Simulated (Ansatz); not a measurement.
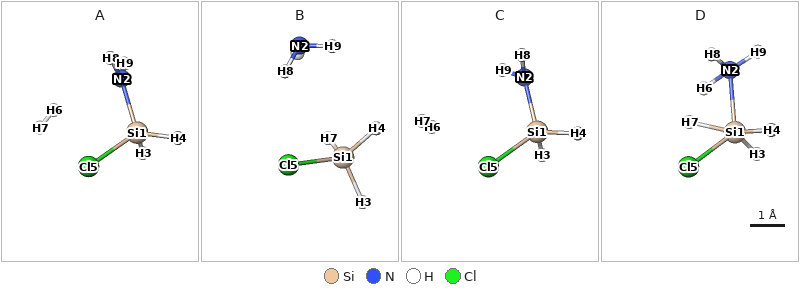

4 geometries from a converged minimum-energy path of SiNH$_{6}$Cl, made up at the start of SiNH$_{4}$Cl and H2, shuffled. Style: ball-and-stick. Shown at a tilt.

Computed with Ansatz 0.2.0, RKS B3LYP/def2-SVP. Settings: 5 movable images; climbing image; force threshold 0.05 eV/Å; iteration limit 60; starting path through a guess of the saddle point.

One of them is the converged climbing image. Which?

Answer. D. In order along the path, whose images run from 0 to 6: C (image 1, +0.01 eV), A (image 2, +0.12 eV), D (image 4, +2.18 eV), B (image 6, +0.32 eV). Breaking: H6–H7 (0.76 → 1.10 at the top → 2.84 Å), Si1–N2 (1.72 → 1.90 at the top → 3.65 Å). Forming: N2–H6 (3.82 → 1.25 at the top → 1.02 Å), Si1–H7 (4.55 → 1.83 at the top → 1.49 Å).

Limits of the set-up: the start holds two separate molecules, 3.0 Å apart at their closest, whose relative position is a soft coordinate and is computed without a dispersion correction.
